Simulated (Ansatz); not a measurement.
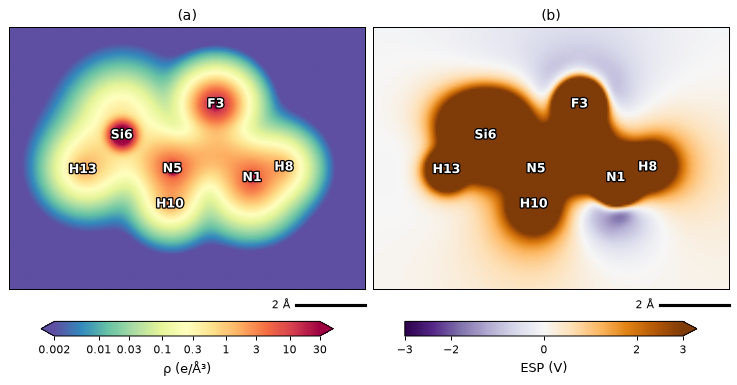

CH$_{7}$FN$_{2}$SSi (SMILES NC(F)(S)N[SiH3]). (a) electron density; (b) electrostatic potential on the plane of atoms Si6, N5 and H10.

Level of theory: RKS PBE/def2-SVP in Ansatz.

Input

```
crystal:
  periodic: [false, false, false]
  atoms:
    - { symbol: "N", position_ang: [-1.4063, 1.1284, -0.5122] }
    - { symbol: C, position_ang: [-0.7398, -0.0524, -0.3754] }
    - { symbol: F, position_ang: [-1.5591, -0.8658, 0.3365] }
    - { symbol: S, position_ang: [-0.3312, -0.7215, -1.9871] }
    - { symbol: "N", position_ang: [0.4055, 0.3235, 0.3608] }
    - { symbol: Si, position_ang: [1.4598, -0.7154, 1.1548] }
    - { symbol: H, position_ang: [-1.5657, 1.4942, 0.4357] }
    - { symbol: H, position_ang: [-2.3402, 0.9137, -0.8514] }
    - { symbol: H, position_ang: [-0.0952, 0.4633, -2.4943] }
    - { symbol: H, position_ang: [0.9253, 0.9776, -0.1777] }
    - { symbol: H, position_ang: [2.1584, -1.5169, 0.1456] }
    - { symbol: H, position_ang: [0.7188, -1.5863, 2.1011] }
    - { symbol: H, position_ang: [2.39, 0.1228, 1.8786] }
basis:
  gaussian: { orbitals: def2-SVP }
hamiltonian:
  xc: pbe
relax:
  f_tol: 0.015
  max_steps: 40
output:
  orbitals: {}
```

Launched as:

```sh
ansatz run input.yaml --threads 2 --pin off --max-ram 3072MiB --backend cpu --events-out ev --progress --plain --runs-dir out
```

The fields are those of the relaxed geometry.

**Read the bonding off the picture.**

- The plane passes through N, F, Si and H nuclei.
- Si–N (1.77 Å): ρ is about 0.99 e/Å³ halfway.
- N–H (1.02 Å): ρ is about 2.7 e/Å³ halfway.
- Si–H (1.50 Å): ρ is about 0.74 e/Å³ halfway.
- Outside the dense part of the molecule the potential is most negative (−1.7 V) near N1.
